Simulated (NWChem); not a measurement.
**C2H4Cl2 (1,2-dichloroethane): M06-2X/6-31G(d) (spherical functions)**

Aim: the vertical ionisation energy of C2H4Cl2 (1,2-dichloroethane) at M06-2X/6-31G* (spherical functions), from 2 runs. 

Program for the calculation: NWChem 7.3.0.

## Step 1: The structure to begin with

C2H4Cl2: 8 atoms, total charge 0, spin state singlet. SMILES: `ClCCCl`. The shape is that of a PBE0-D4/def2-TZVP optimisation. This is one conformer, not always the lowest.

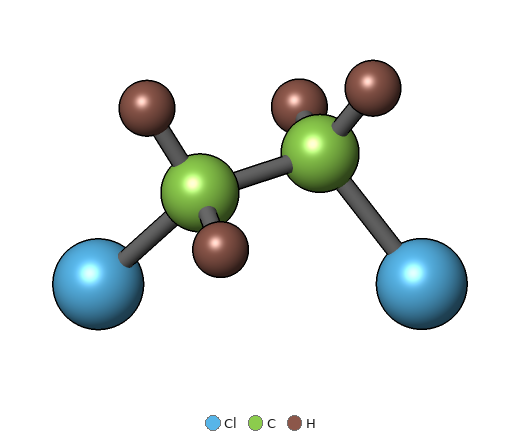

The structure, seen from a chosen angle (chlorine blue, carbon green, hydrogen brown).

## Step 2: A single-point energy at M06-2X/6-31G(d) (spherical functions)

calc.nw reads:

```
start calc
title "C2H4Cl2 M06-2X"
memory 2200 mb

geometry units angstroms noautosym nocenter noautoz
  Cl      -2.043530       0.146710      -0.469250
  C       -0.462920       0.562090       0.226000
  C        0.627600      -0.371560      -0.222240
  Cl       0.432340      -2.010930       0.432390
  H       -0.226170       1.575680      -0.101920
  H       -0.570340       0.551100       1.309740
  H        1.589520       0.001780       0.133100
  H        0.653500      -0.454880      -1.307840
end

basis spherical bse
  Cl library 6-31G*
  C library 6-31G*
  H library 6-31G*
end

dft
  xc m06-2x
  grid fine
  convergence energy 1e-08
  iterations 100
  mulliken
  print low
end

task dft
```

On the command line:

```sh
$ nwchem calc.nw > calc.out
```

Log:

```text
[...]
 d= 0,ls=0.0,diis     1   -998.8375415839 -1.20D+03  1.39D-02  4.23D-01     5.7
[...]
 d= 0,ls=0.0,diis     8   -998.8994218239 -1.79D-09  9.77D-07  5.59D-09    31.3
         Total DFT energy =     -998.899421823884
      One electron energy =    -1780.445998252578
           Coulomb energy =      647.042332681727
    Exchange-Corr. energy =      -68.823875657315
 Nuclear repulsion energy =      203.328119404282
[...]
      Total Density - Mulliken Population Analysis
     ---------------------------------------------
    Atom       Charge   Shell Charges
 -----------   ------   -------------------------------------------------------
    1 Cl  17    17.05   2.00  2.00  5.98  1.39  3.59  0.55  1.52  0.03
    2 C    6     6.41   2.00  0.67  2.04  0.67  0.99  0.05
    3 C    6     6.41   2.00  0.67  2.04  0.67  0.99  0.05
    4 Cl  17    17.05   2.00  2.00  5.98  1.39  3.59  0.55  1.52  0.03
    5 H    1     0.78   0.52  0.26
    6 H    1     0.77   0.52  0.25
    7 H    1     0.78   0.52  0.26
    8 H    1     0.77   0.52  0.25
[...]
```

It took 32 s on 1 thread of Intel Xeon Platinum 8259CL at 2.50GHz (Skylake/Cascade Lake), shared host; peak memory 0.12 GiB.

## Step 3: The doublet cation at the same level

input.nw reads:

```
start input
memory total 2200 mb
charge 1

geometry noautosym nocenter noautoz
  Cl      -2.043530       0.146710      -0.469250
  C       -0.462920       0.562090       0.226000
  C        0.627600      -0.371560      -0.222240
  Cl       0.432340      -2.010930       0.432390
  H       -0.226170       1.575680      -0.101920
  H       -0.570340       0.551100       1.309740
  H        1.589520       0.001780       0.133100
  H        0.653500      -0.454880      -1.307840
end

basis spherical bse
  Cl library 6-31G*
  C library 6-31G*
  H library 6-31G*
end

dft
  xc m06-2x
  mult 2
  grid fine
  convergence energy 1e-08
  maxiter 100
  mulliken
  noprint "final vectors analysis"
end

task dft energy
```

On the command line:

```sh
$ nwchem input.nw > input.out
```

Log:

```text
[...]
          Wavefunction type:  spin polarized.
          No. of atoms     :     8
          No. of electrons :    49
[...]
          Charge           :     1
          Spin multiplicity:     2
[...]
          AO basis - number of functions:    72
[...]
              XC Information
              --------------
                       M06-2X Method XC Functional
                     Hartree-Fock (Exact) Exchange  0.540
                        M06-2X Exchange Functional  1.000
                      M06-2X Correlation Potential  1.000
[...]
 d= 0,ls=0.0,diis     1   -998.3086589859 -1.20D+03  1.23D-02  2.66D-01     8.4
[...]
 d= 0,ls=0.0,diis    21   -998.4907227785 -2.50D-10  1.19D-07  1.02D-10   127.4
[...]
         Total DFT energy =     -998.490722778465
      One electron energy =    -1767.875347392551
           Coulomb energy =      634.491697789811
    Exchange-Corr. energy =      -68.435192580008
 Nuclear repulsion energy =      203.328119404282
[...]
      Total Density - Mulliken Population Analysis
     ---------------------------------------------
    Atom       Charge   Shell Charges
 -----------   ------   -------------------------------------------------------
    1 Cl  17    16.66   2.00  2.00  5.98  1.44  3.50  0.50  1.20  0.03
    2 C    6     6.49   2.00  0.68  2.04  0.71  1.02  0.04
    3 C    6     6.49   2.00  0.68  2.04  0.71  1.02  0.04
    4 Cl  17    16.66   2.00  2.00  5.98  1.44  3.50  0.50  1.20  0.03
    5 H    1     0.67   0.50  0.17
    6 H    1     0.68   0.50  0.18
    7 H    1     0.67   0.50  0.17
    8 H    1     0.68   0.50  0.18
[...]
      <S2> =      0.7534 (Exact =     0.7500)
[...]
```

It took 2.1 min on 1 thread of Intel Xeon Platinum 8259CL at 2.50GHz (Skylake/Cascade Lake), shared host; peak memory 0.12 GiB.

## Step 4: What came out

At M06-2X/6-31G* (spherical functions):

| quantity | value |
| --- | --- |
| singlet C2H4Cl2: total energy | -998.89942 Eh |
| doublet cation: total energy | -998.49072 Eh |
| doublet cation: ⟨S²⟩ | 0.753 |
| vertical ionisation energy (to the doublet cation) | 11.121 eV |

What this shows: The vertical ionisation energy comes to 11.12 eV (256 kcal/mol). Mulliken charges (singlet C2H4Cl2) run from -0.41 on C2 to +0.23 on H6; they depend strongly on the basis.
